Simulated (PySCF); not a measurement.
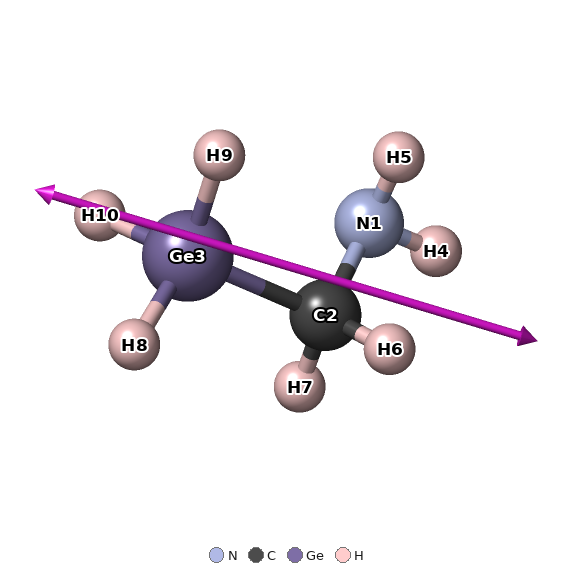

The double arrow shows the direction of the transition dipole to excited singlet state 3 (its length means nothing). Computed geometry: GFN2-xTB optimisation. No frequency run is at hand to confirm it as a minimum. Method: TDDFT PBE0/def2-SVPD, vertical, gas phase, core orbitals frozen in the response (PySCF 2.14.0).

Give its energy, strength and character.

6.99 eV (177 nm), oscillator strength 0.069, mainly HOMO → LUMO+2 (weight 0.85); transition dipole 1.61 D.

The geometry is semi-empirical. Around Ge such bond lengths and angles can be off by a tenth of an ångström or more and by several degrees, and values that hang on the shape move with them.
